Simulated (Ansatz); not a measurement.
A periodic structure is given below.

```
Ga
1.0
     4.54801    0.00000    0.00000
     0.00000    7.67750    0.00000
     0.00000    0.00000    4.55922
Ga
8
Direct
  0.50000 0.15621 0.58373
  0.50000 0.84379 0.41627
  0.50000 0.65621 0.91627
  0.50000 0.34379 0.08373
  0.00000 0.65621 0.58373
  0.00000 0.34379 0.41627
  0.00000 0.15621 0.91627
  0.00000 0.84379 0.08373
```

What would you see if this were drawn?

Answer. The element is gallium. The symmetry is that of Cmce (No. 64), on a base-centred orthorhombic lattice. The cell holds eight atoms. With all contacts inside bonding distance counted, the coordination numbers are Ga 7.

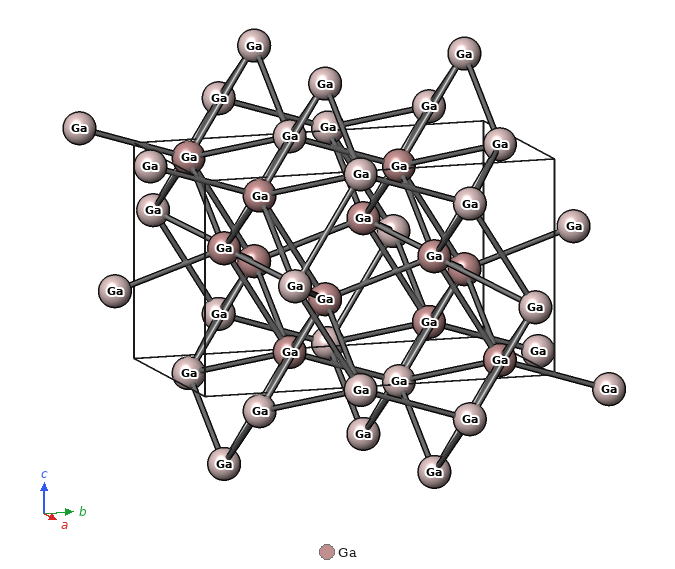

Figure: ball-and-stick view slightly off an axis. The frame is the conventional unit cell; atoms at its boundary are shown with their periodic copies. Neighbours across the faces are drawn wherever a bond reaches them, in fainter colours.

The structure was taken from a structure type known for this element. It was relaxed at fixed volume with DFT r2SCAN, scalar-relativistic, plane waves, PAW in Ansatz 0.2.0.
